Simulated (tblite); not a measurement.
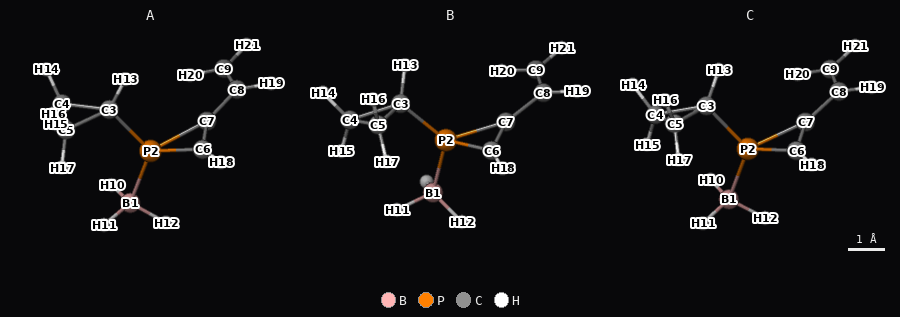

3 geometries from one relaxation of C7H12BP, in shuffled order. Style: ball-and-stick. Shown at a tilt.

Theory: GFN2-xTB geometry optimisation, gas phase (tblite). 

> Order the frames from highest to lowest energy.

B, C, A. They are steps 0, 82, 144, at +0.631 eV, +0.022 eV relative to the last. The energy falls by 0.631 eV in 144 geometry steps. The largest move after the best rigid fit is that of H13, 1.13 Å. Largest moves by element: H 1.13 Å, C 0.63 Å, P 0.42 Å, B 0.35 Å. Near-neighbour distances that change, for instance: B1–P2 1.865 → 1.949 Å, C7–C8 1.485 → 1.425 Å, P2–C3 1.790 → 1.836 Å, C4–C5 1.528 → 1.490 Å. Among the angles between lasting bonds that change: B1–P2–C6 112.9° → 126.4°, C3–P2–C7 118.1° → 105.4°, P2–B1–H12 114.4° → 103.3°. Groups turn about P2–C3 by about 45°. Cost: 2.2 s on 1 thread of Intel(R) Xeon(R) Platinum 8488C (shared host).
